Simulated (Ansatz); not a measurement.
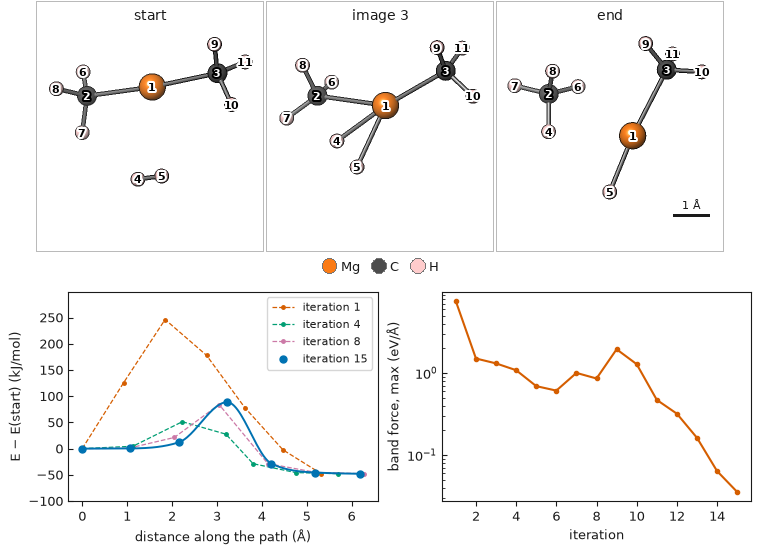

NEB run on C2H8Mg, made up of C₂H₆Mg and H2. Images are numbered from 0 (start) to 6 (end). The plot follows the band through its iterations. The picture is a ball-and-stick view, seen at a tilt.

Method: RKS PBE-D4/def2-SVP in Ansatz 0.2.0. Run with 5 movable images; climbing image; force threshold 0.05 eV/Å; iteration limit 60; spring constant 0.1 eV/Å²; starting path through a guess of the saddle point.

**Did the band converge, and can the barrier be trusted?**

The run is converged, with reservations. The band converged in 15 iterations. The largest component of the band force went from 7.5 to 0.036 eV/Å. The climbing image converged on the top of the path. Its curvatures weren't checked. The spring constant is far from the usual few eV/Å², which spoils the spacing or the steps. The first iteration put the highest image at 246.3 kJ/mol. The energy climbs by 88.6 kJ/mol to image 3 and then falls by 136.4 kJ/mol, so the end point sits at −47.8 kJ/mol.

Limits of the set-up: the start holds two separate molecules, 2.7 Å apart at their closest, whose relative position is a soft coordinate.
